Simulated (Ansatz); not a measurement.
# InH (model cell, started as rocksalt type): phonons and vibrational spectra, part 2 of 2

Task: relax InH (model cell, started as rocksalt type), then find its harmonic phonons.

Ansatz 0.2.0; DFT PBE, scalar-relativistic, plane waves, PAW.

So far. Step 4 (Relaxing to small forces for the phonons): The forces vanish by symmetry and the pressure is -0.001 GPa, within the tolerances set. The cell now holds 15.88 Å³/atom. The relaxed cell has a = 5.027 Å (conventional setting).

The structure was built from a prototype and need not be the compound's stable phase.

## 5. Modes at Γ

The zone centre comes first: it holds the modes that light can see, as far as symmetry allows. No field response is asked, since the mesh shows no gap.

File input.yaml:

```yaml
crystal:
  lattice:
    - [0.0, 2.5135637442, 2.5135637442]
    - [2.5135637442, 0.0, 2.5135637442]
    - [2.5135637442, 2.5135637442, 0.0]
  atoms:
    - { symbol: In, position: [0.0, 0.0, 0.0] }
    - { symbol: H, position: [0.5, 0.5, 0.5] }
kpoints:
  mp_grid: { grid: [16, 16, 16] }
hamiltonian:
  xc: pbe
scf:
  occupations: { method: methfessel_paxton, width: 0.2 }
output:
  eigenvalues: true
phonons:
  method: dfpt
```

Launch:

```
ansatz run input.yaml --threads 4 --pin off --max-ram 7168MiB --backend cpu --events-out ev --progress --plain --runs-dir out
```

Numbers of over 12 decimals in the logs are rounded to 6 here.

The log of the run:

```text
[...]
Crystal: 2 atoms, lattice volume = 31.761 Å³
Basis set: ecut = 420 eV, 609 PW (Γ), exchange–correlation on 48×48×48 points (8 copies of the dense FFT grid, shifted against one another)
Bands: 11, of which v1, the nominal top of the filled ones, is band 7 counted from 1 (6 counted from 0)
Symmetry: 48 space group operations
k-points: 349 of 4096 (irreducible under 8 space group operations, time reversal used)
[...]
SCF iter   1: F=—  HF=-5612.741573 eV  |F-HF|=—  |Δ(HF+E_count)|=         —  Δρ=4.22e-3  dr2=6.12e-3  ethr=1.77e-3  ⟨swp⟩=4.9  Hψ=20411  notcnv=0
[...]
SCF iter   8: F=-5612.739212 eV  HF=-5612.739212 eV  |F-HF|=4.55e-12  |Δ(HF+E_count)|=  2.93e-10  S|Δr|=    0.00e0  Δρ=1.68e-7  dr2=6.50e-12  ethr=1.00e-12  ⟨swp⟩=5.1  Hψ=18178  notcnv=0
SCF 1 converged in 8 iterations: F = -5612.739212 eV  dr2 = 6.50e-12
[...]
DFPT response loops at Γ: preconditioner auto → Kerker (q_TF=auto, 2.380 Å⁻¹) (partly filled bands, converged f_vac=0.000); β = 1.00, the filter's whole step (`scf.mixing.beta` (0.50) is not read by the response loops under this deck's `scf.mixing.preconditioner`; to damp them name `kerker` or `kerker_dos`, under which they read `scf.mixing.beta`, and type it under 1.00, their step now; both keys bind the ground state too); Broyden in place of MSR1
SCF converged after 8 iterations
[...]
Free energy (F): -5612.739212 eV
[...]
Internal energy: -5612.739613 eV  (E = F + TS)
E sigma→0 (E₀):  -5612.739313 eV
Entropy (-TS):   0.000400 eV (0.200 meV/atom)
Fermi energy:    8.425750 eV
[...]
--- Band table (eV; the first three rows and the last of 349) ---
  k-point 0: bands = [... 3 lower, -5.9665, -5.9665, -1.3095, 11.9199, 16.5562, 16.5562, 16.5562, 19.3733]
  k-point 1: bands = [... 3 lower, -5.9672, -5.9672, -1.2374, 11.6814, 16.1758, 16.4676, 16.4676, 19.0113]
  k-point 2: bands = [... 3 lower, -5.9673, -5.9673, -1.0206, 10.9872, 15.3284, 16.2498, 16.2498, 19.0343]
  k-point 348: bands = [... 3 lower, -5.9386, -5.8521, 4.9695, 6.0450, 8.0498, 8.0498, 15.9025, 20.8218]
--- Phonons (Γ-DFPT): 2 representative perturbations + reference, on 349 of 4096 k-points (Σ response iterations 6) ---
  k mesh reduced under 8 symmetry operations, with k and −k counted as one. Each operation leaves every solved perturbation unchanged. A smaller set is not used because it would not reduce the number of displacements times k-points to solve
  ASR residual: 4.346e-5 → 0.000e0 eV/Å²; symmetrization residual: 3.494e-7 eV/Å²
  ASR residual per site (eV/Å²): 4.35e-5 1.16e-6
  Γ frequencies (cm⁻¹): -298.63 -298.63 -298.63 0.00 0.00 0.00
  non-analytic LO–TO correction: not included (Born effective charges unavailable; polar crystals: no LO–TO splitting at Γ)
```

Elapsed: 6.2 s, on 4 threads of Arm Neoverse V2, shared host; peak memory 0.64 GiB.

This step gave:

| Property | Result |
| --- | --- |
| sum-rule residual before enforcement | 4.35e-5 eV/Å² |
| point group | m-3m |
| highest optical mode at the zone centre (no LO-TO term) | -298.6 cm⁻¹ |
| lowest optical zone-centre mode | -298.6 cm⁻¹ |

Patterns of degenerate modes are one choice out of their space. Modes at Γ, with each element's share of the kinetic energy (negative means imaginary):

| mode | frequency (cm⁻¹) | symmetry | In % | H % |
| --- | --- | --- | --- | --- |
| 1 | -298.6 | T1u | 1 | 99 |
| 2 | -298.6 | T1u | 1 | 99 |
| 3 | -298.6 | T1u | 1 | 99 |
| 4 | 0.0 | acoustic | 99 | 1 |
| 5 | 0.0 | acoustic | 99 | 1 |
| 6 | 0.0 | acoustic | 99 | 1 |

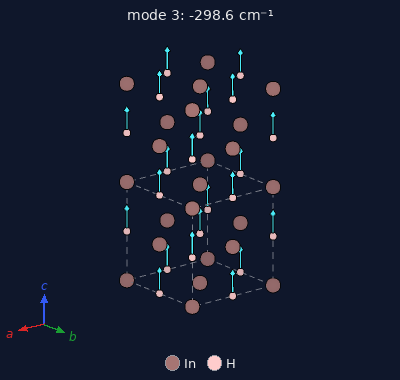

Displacement patterns of mode 3 at Γ; arrows are exaggerated. 1×1×2 conventional cells are drawn. Some periodic images of atoms are drawn too.

Before it was imposed, the acoustic sum rule was missed by 4.3e-5 eV/Å². Small misses are needed for a sound result but don't prove that mesh and cutoff are converged. The lowest optical mode is imaginary, 298.6i cm⁻¹, so the energy falls along it.

## 6. Phonons on a q mesh

Stability and thermal properties need the whole zone. Linear response on a 4×4×4 q mesh gives force constants as far as a supercell of that size would.

Changes to input.yaml since step 5:

```diff
@@ -18 +18,8 @@
   method: dfpt
+  qmesh: [4, 4, 4]
+  temperatures: { t_max: 1000, t_step: 50 }
+  qpath:
+    path:
+      - [[0.0, 0.0, 0.0], [0.5, 0.0, 0.5], [0.625, 0.25, 0.625]]
+      - [[0.375, 0.375, 0.75], [0.0, 0.0, 0.0], [0.5, 0.5, 0.5], [0.5, 0.25, 0.75], [0.5, 0.0, 0.5]]
+    npoints: 10
```

The log of the run:

```text
[...]
Crystal: 2 atoms, lattice volume = 31.761 Å³
Basis set: ecut = 420 eV, 609 PW (Γ), exchange–correlation on 48×48×48 points (8 copies of the dense FFT grid, shifted against one another)
Bands: 11, of which v1, the nominal top of the filled ones, is band 7 counted from 1 (6 counted from 0)
Symmetry: 48 space group operations
k-points: 145 of 4096
[...]
SCF iter   1: F=—  HF=-5612.741577 eV  |F-HF|=—  |Δ(HF+E_count)|=         —  Δρ=4.22e-3  dr2=6.12e-3  ethr=1.77e-3  ⟨swp⟩=4.8  Hψ=8473  notcnv=0
[...]
SCF iter   8: F=-5612.739212 eV  HF=-5612.739212 eV  |F-HF|=1.09e-11  |Δ(HF+E_count)|=  3.22e-10  S|Δr|=    0.00e0  Δρ=1.82e-7  dr2=7.46e-12  ethr=1.00e-12  ⟨swp⟩=5.1  Hψ=7579  notcnv=0
SCF 1 converged in 8 iterations: F = -5612.739212 eV  dr2 = 7.46e-12
[...]
SCF iter   1: F=—  HF=-5612.739211 eV  |F-HF|=—  |Δ(HF+E_count)|=         —  Δρ=6.51e-7  dr2=8.21e-11  ethr=5.34e-8  ⟨swp⟩=3.4  Hψ=13449  notcnv=0
eigensolver tolerance schedule: the retry pair's looser diagonalisation over-reported the residual by 90998.37 of it (diagonalisation noise at an unbounded share of the residual, at the tolerance the schedule requests for it); recorded, not acted on — ethr = c·dr2/N_el stays at c = 1.0e-1
[...]
SCF iter   2: F=—  HF=-5612.739212 eV  |F-HF|=—  |Δ(HF+E_count)|=   1.63e-6  S|Δr|=    0.00e0  Δρ=4.58e-7  dr2=4.66e-11  ethr=1.00e-12  ⟨swp⟩=2.9  Hψ=3274  notcnv=0
SCF iter   3: F=-5612.739212 eV  HF=-5612.739212 eV  |F-HF|=4.55e-12  |Δ(HF+E_count)|=  2.27e-11  S|Δr|=    0.00e0  Δρ=1.94e-7  dr2=7.49e-12  ethr=1.00e-12  ⟨swp⟩=2.6  Hψ=5979  notcnv=0
SCF 2 converged in 3 iterations: F = -5612.739212 eV  dr2 = 7.49e-12
phonons: the bands overlap, so this run is a metal and interpolates without the dipole-dipole term. If the crystal is really an insulator or semiconductor, its LO-TO splitting is missing
NSCF: frozen V_eff on 145 k-points
[...]
DFPT response loops at q = (0, 0, 0) (fractional): preconditioner auto → Kerker (q_TF=auto, 2.380 Å⁻¹) (partly filled bands, converged f_vac=0.000); β = 1.00, the filter's whole step (`scf.mixing.beta` (0.50) is not read by the response loops under this deck's `scf.mixing.preconditioner`; to damp them name `kerker` or `kerker_dos`, under which they read `scf.mixing.beta`, and type it under 1.00, their step now; both keys bind the ground state too); Broyden in place of MSR1
[...]
SCF converged after 8 iterations
[...]
Free energy (F): -5612.739212 eV
[...]
Internal energy: -5612.739613 eV  (E = F + TS)
E sigma→0 (E₀):  -5612.739313 eV
Entropy (-TS):   0.000400 eV (0.200 meV/atom)
Fermi energy:    8.425750 eV
[...]
--- Band table (eV; the first three rows and the last of 145) ---
  k-point 0: bands = [... 3 lower, -5.9665, -5.9665, -1.3095, 11.9199, 16.5562, 16.5562, 16.5562, 19.3733]
  k-point 1: bands = [... 3 lower, -5.9672, -5.9672, -1.2374, 11.6814, 16.1758, 16.4676, 16.4676, 19.0113]
  k-point 2: bands = [... 3 lower, -5.9673, -5.9673, -1.0206, 10.9872, 15.3284, 16.2498, 16.2498, 19.0343]
  k-point 144: bands = [... 3 lower, -5.9386, -5.8521, 4.9695, 6.0450, 8.0498, 8.0498, 15.9025, 20.8218]
--- Phonons (Γ-DFPT): 2 representative perturbations + reference (Σ response iterations 6) ---
  ASR residual: 4.168e-5 → 0.000e0 eV/Å²; symmetrization residual: 4.487e-7 eV/Å²
  ASR residual per site (eV/Å²): 4.17e-5 1.01e-5
  Γ frequencies (cm⁻¹): -298.63 -298.63 -298.63 0.00 0.00 0.00
--- Phonons (arbitrary-q DFPT): 8 irreducible q on the 4×4×4 mesh ---
  q = [0.0000, 0.0000, 0.0000] (star 1, of the zone-centre solve; hermiticity 2.74e-6, symmetrization 5.73e-11): -298.63 -298.63 -298.63 -0.00 -0.00 0.00
  q = [0.0000, 0.0000, 0.2500] (star 8, 2 solved perturbations on 2176 of 4096 k-point pairs; hermiticity 8.82e-7, symmetrization 6.50e-8): -459.86 -290.22 -290.22 19.04 19.04 67.53
[...]
q = [0.0000, 0.2500, 0.2500] (star 6, 4 solved perturbations in 3616 linear systems a pass and spin channel, the states on 1160 of 4096 k-point pairs; hermiticity 4.19e-7, symmetrization 2.87e-8): -502.49 -502.49 -324.78 36.38 36.38 75.15
[...]
sum rule: each row above includes the acoustic sum rule's correction from the zone centre's row sums; it moved no ω² by more than (1.65 cm⁻¹)²
  mesh force constants: q→R imaginary residual 1.05e-18; ASR residual 4.168e-5 → 0.000e0 eV/Å²; symmetrization residual 8.882e-16 eV/Å²
  interpolated dispersion: 62 rows × 6 modes
  density of states and harmonic sums: on the 24×24×24 q-mesh, interpolated from the force constants of a 4×4×4 supercell (no non-analytic term)
  largest difference from the sums on the solved wave vectors: F 4.05e-2 eV, S 5.14e-5 and C_V 1.09e-5 eV/K
  zero-point energy: 0.010478 eV/cell   skipped modes (ω ≤ 0): 1275, of them read as no rigid motion or as one in doubt: 1272 (3.046e0 modes/cell left out, lowest -928.84 cm⁻¹)   left out of the sums: 5.08e-1 of the cell's modes: C_V's classical limit lies that fraction below 3 k_B per atom; for a crystal, a wire or a layer, F and S can be off by more, and a phonons.interpolated_qmesh denser along its periods is the remedy for the sampling
```

Run time: 3.2 min. Hardware: 4 threads; peak memory 3.4 GiB; 12 min of CPU time.

This step gave:

- sum-rule residual before enforcement: 4.17e-5 eV/Å²
- lowest frequency on the path: -928.8 cm⁻¹
- highest frequency on the path or at a solved wavevector: 105.7 cm⁻¹
- lowest mode on the q mesh (acoustic modes at Γ apart): -928.8 cm⁻¹

Frequencies (cm⁻¹) solved at each irreducible wavevector; negative means imaginary. Frequencies by wavevector, by row:

| q in reciprocal lattice units | star | mode 1 | mode 2 | mode 3 | mode 4 | mode 5 | mode 6 |
| --- | --- | --- | --- | --- | --- | --- | --- |
| 0 0 0 | 1 | -298.6 | -298.6 | -298.6 | 0 | 0 | 0 |
| 0 0 0.25 | 8 | -459.9 | -290.2 | -290.2 | 19 | 19 | 67.5 |
| 0 0 -0.5 | 4 | -903.9 | -232.6 | -232.6 | -20.3 | -20.3 | 105.7 |
| 0 0.25 0.25 | 6 | -502.5 | -502.5 | -324.8 | 36.4 | 36.4 | 75.2 |
| 0 0.25 -0.5 | 24 | -704.4 | -430.6 | -316.4 | 38.7 | 57.5 | 90.1 |
| 0 0.25 -0.25 | 12 | -550.1 | -538.4 | -253.2 | 29.8 | 59.8 | 87.6 |
| 0 -0.5 -0.5 | 3 | -928.8 | -536.7 | -536.7 | 58.7 | 58.7 | 90.1 |
| 0.25 -0.5 -0.25 | 6 | -700.3 | -700.3 | -507.9 | 55.4 | 79.1 | 79.1 |

Interpolated from a 4×4×4 q mesh. The phonon branches at the labelled points (cm⁻¹):

| point | branch 1 | branch 2 | branch 3 | branch 4 | branch 5 | branch 6 |
| --- | --- | --- | --- | --- | --- | --- |
| Γ | -299 | -299 | -299 | 0 | 0 | 0 |
| X | -929 | -537 | -537 | 59 | 59 | 90 |
| U | -761 | -570 | -396 | 47 | 73 | 86 |
| jump to K | -761 | -570 | -396 | 47 | 73 | 86 |
| Γ | -299 | -299 | -299 | 0 | 0 | 0 |
| L | -904 | -233 | -233 | -20 | -20 | 106 |
| W | -700 | -700 | -508 | 55 | 79 | 79 |
| X | -929 | -537 | -537 | 59 | 59 | 90 |

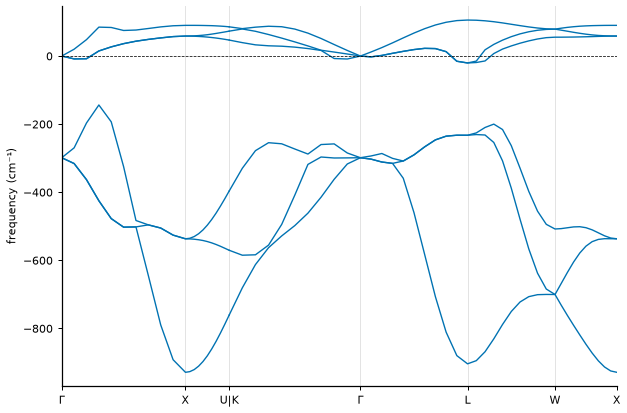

Phonon branches along the path.

The phonon density of states has structure finer than the step of the table below, so its rows give means over 100 cm⁻¹, whole bins alone (the curve runs from -925 to 105 cm⁻¹). Peaks (cm⁻¹: height): -495.0: 0.00848, 35.0: 0.0413, 85.0: 0.0592.

Tetrahedra on a 24×24×24 mesh, mean over bins of 10 cm-1. Interpolated from a 4×4×4 q mesh. The phonon density of states by wavenumber; means over each step:

| wavenumber (cm⁻¹) | phonon density of states (1/cm⁻¹/cell) |
| --- | --- |
| -800 | 0.00185 |
| -700 | 0.00391 |
| -600 | 0.00327 |
| -500 | 0.00624 |
| -400 | 0.00539 |
| -300 | 0.00584 |
| -200 | 0.00310 |
| -100 | 5.0e-6 |
| 0 | 0.0134 |

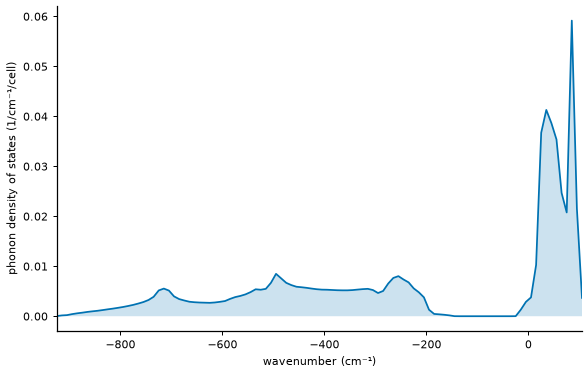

Phonon density of states, plotted against wavenumber.

The partial phonon density of states has structure finer than the step of the table below, so its rows give means over 50 cm⁻¹, whole bins alone (the curve runs from -930 to 118 cm⁻¹). Peaks (cm⁻¹: height): H -712.3: 0.00482, -573.8: 0.00421, -540.9: 0.00578, -501.3: 0.00827, -415.6: 0.00695, -349.7: 0.00687, -283.7: 0.00737; In 39.3: 0.0396, 85.5: 0.0409.

Phonopy on the run's constants, 19x19x19 mesh, Gaussian sigma 7.5 cm-1. Interpolated from a 4×4×4 q mesh. The partial phonon density of states by wavenumber; means over each step; values in 1/cm⁻¹/cell:

| wavenumber (cm⁻¹) | H | In |
| --- | --- | --- |
| -900 | 4.0e-4 | 0 |
| -850 | 0.00103 | 0 |
| -800 | 0.00186 | 0 |
| -750 | 0.00331 | 0 |
| -700 | 0.00428 | 0 |
| -650 | 0.00269 | 0 |
| -600 | 0.00329 | 0 |
| -550 | 0.00444 | 0 |
| -500 | 0.00703 | 2.0e-6 |
| -450 | 0.00573 | 1.0e-5 |
| -400 | 0.00521 | 1.0e-5 |
| -350 | 0.00552 | 1.8e-5 |
| -300 | 0.00528 | 4.1e-5 |
| -250 | 0.00669 | 1.0e-4 |
| -200 | 0.00277 | 6.5e-5 |
| -150 | 1.7e-4 | 3.0e-5 |
| -100 | 0 | 0 |
| -50 | 0 | 5.3e-5 |
| 0 | 5.5e-5 | 0.00777 |
| 50 | 1.5e-4 | 0.0336 |

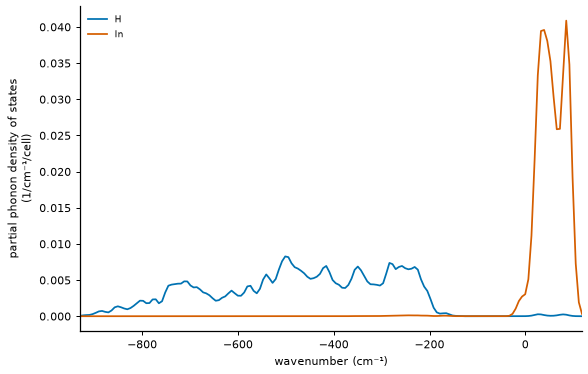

Partial phonon density of states against wavenumber.

Second derivatives of the energy by pair, one row for each kind of neighbour of each atom listed. Each entry sums the pair over the periodic images of the supercell that the q mesh stands for, and in a polar crystal it holds the long-range dipole part too. Force constants by pair, by row:

| atom | neighbour | distance (Å) | third of the trace (eV/Å²) | along the pair's line (eV/Å²) |
| --- | --- | --- | --- | --- |
| In1 | itself | 0 | 1.45 | – |
| In1 | H | 2.514 | 0.1001 | 0.0351 |
| In1 | In | 3.555 | -0.1634 | -0.6237 |
| In1 | H | 4.354 | -0.004 | -0.0368 |
| In1 | In | 5.027 | 0.0048 | 0.0289 |
| In1 | H | 5.62 | -0.0194 | -0.0309 |
| In1 | In | 6.157 | 0.0061 | 0.0105 |
| In1 | In | 7.109 | 0.0017 | -0.0041 |
| H2 | itself | 0 | -0.9459 | – |
| H2 | In | 2.514 | 0.1001 | 0.0351 |
| H2 | H | 3.555 | 0.0782 | 0.2983 |
| H2 | In | 4.354 | -0.004 | -0.0368 |
| H2 | H | 5.027 | -0.0377 | -0.1357 |
| H2 | In | 5.62 | -0.0194 | -0.0309 |
| H2 | H | 6.157 | -0.0017 | -0.0513 |
| H2 | H | 7.109 | -0.0381 | -0.0791 |

Symmetry leaves 8 wavevectors to solve. The lowest mode among them, the acoustic zeros apart, lies at q = (0, -0.5, -0.5) and is imaginary, 928.8i cm⁻¹, so the energy falls along it.

## 7. Isotope substitution, element H, natural mass 1.008 amu

An isotope changes the mass and not the force constants, so no new electronic calculation is needed; the shifts show which modes move this element.

The same force constants with the mass of H changed from 1.008 to 2.014 u (phonopy, no LO-TO term). Both lists are sorted by frequency; levels can cross, so a row need not hold one and the same mode. Modes under 3 cm⁻¹ are left out. Isotope shifts, by row:

| q | rank | natural mass (cm⁻¹) | changed mass (cm⁻¹) |
| --- | --- | --- | --- |
| 0 0 0 | 1 | -298.6 | -212.2 |
| 0 0 0 | 2 | -298.6 | -212.2 |
| 0 0 0 | 3 | -298.6 | -212.2 |
| 0 0 0.25 | 1 | -459.9 | -325.6 |
| 0 0 0.25 | 2 | -290.2 | -206.3 |
| 0 0 0.25 | 3 | -290.2 | -206.3 |
| 0 0 0.25 | 4 | 19.04 | 18.94 |
| 0 0 0.25 | 5 | 19.04 | 18.94 |
| 0 0 0.25 | 6 | 67.53 | 67.48 |
| 0 0 -0.5 | 1 | -903.9 | -639.5 |
| 0 0 -0.5 | 2 | -232.6 | -164.6 |
| 0 0 -0.5 | 3 | -232.6 | -164.6 |
| 0 0 -0.5 | 4 | -20.28 | -20.28 |
| 0 0 -0.5 | 5 | -20.28 | -20.28 |
| 0 0 -0.5 | 6 | 105.7 | 105.7 |
| 0 0.25 0.25 | 1 | -502.5 | -355.6 |
| 0 0.25 0.25 | 2 | -502.5 | -355.6 |
| 0 0.25 0.25 | 3 | -324.8 | -232 |
| 0 0.25 0.25 | 4 | 36.38 | 36.36 |
| 0 0.25 0.25 | 5 | 36.38 | 36.36 |
| 0 0.25 0.25 | 6 | 75.15 | 74.42 |

A mode of this element alone would shift by -29.26 %.

## 8. Isotope substitution, element In, natural mass 114.818 amu

The same for In, from 114.82 to 112.90 u.

The same force constants with the mass of In changed from 114.818 to 112.904 u (phonopy, no LO-TO term). Both lists are sorted by frequency; levels can cross, so a row need not hold one and the same mode. Modes under 3 cm⁻¹ are left out. Isotope shifts, by row:

| q | rank | natural mass (cm⁻¹) | changed mass (cm⁻¹) |
| --- | --- | --- | --- |
| 0 0 0 | 1 | -298.6 | -298.7 |
| 0 0 0 | 2 | -298.6 | -298.7 |
| 0 0 0 | 3 | -298.6 | -298.7 |
| 0 0 0.25 | 1 | -459.9 | -459.9 |
| 0 0 0.25 | 2 | -290.2 | -290.2 |
| 0 0 0.25 | 3 | -290.2 | -290.2 |
| 0 0 0.25 | 4 | 19.04 | 19.2 |
| 0 0 0.25 | 5 | 19.04 | 19.2 |
| 0 0 0.25 | 6 | 67.53 | 68.09 |
| 0 0 -0.5 | 1 | -903.9 | -903.9 |
| 0 0 -0.5 | 2 | -232.6 | -232.6 |
| 0 0 -0.5 | 3 | -232.6 | -232.6 |
| 0 0 -0.5 | 4 | -20.28 | -20.45 |
| 0 0 -0.5 | 5 | -20.28 | -20.45 |
| 0 0 -0.5 | 6 | 105.7 | 106.6 |
| 0 0.25 0.25 | 1 | -502.5 | -502.5 |
| 0 0.25 0.25 | 2 | -502.5 | -502.5 |
| 0 0.25 0.25 | 3 | -324.8 | -324.8 |
| 0 0.25 0.25 | 4 | 36.38 | 36.68 |
| 0 0.25 0.25 | 5 | 36.38 | 36.68 |
| 0 0.25 0.25 | 6 | 75.15 | 75.77 |

A mode of this element alone would shift by +0.84 %.

## 9. Summary of results

```json
{
  "space group after relaxation (within 0.01 Å)": "Fm-3m",
  "volume per atom": "15.9 Å³",
  "electronic character": "no gap on this mesh",
  "highest optical mode at the zone centre (no LO-TO term)": "-299 cm⁻¹",
  "lowest optical zone-centre mode": "-299 cm⁻¹",
  "lowest mode on the q mesh (acoustic modes at Γ apart)": "-929 cm⁻¹",
  "highest frequency on the path or at a solved wavevector": "106 cm⁻¹",
  "imaginary modes on the 4×4×4 q mesh": "yes"
}
```

**Reading.** Modes are clearly imaginary (beyond 10i cm⁻¹) at 8 of the 8 irreducible wavevectors, most at q = (0, -0.5, -0.5) (928.8i cm⁻¹), so this structure is not a minimum of the energy. The optical modes at Γ form one degenerate level at -299 cm⁻¹ (negative means imaginary). With no gap, or one that is small against the smearing, the frequencies hang on the k mesh and the smearing, most of all near Kohn anomalies. The starting cell was built on a prototype and not taken from a measurement, so the phase need not exist. These are harmonic frequencies at zero temperature: anharmonic shifts, linewidths and thermal expansion are left out.

[Logs are printed without paths, hosts, clocks, repeated set-up lines and the standing remarks that a program may print on its own settings, such as how far it seeks lower states.]

[Hosts, paths, dates, database ids (printed as entryN), source tags and the programs' standing remarks are cut or masked in the printed files.]
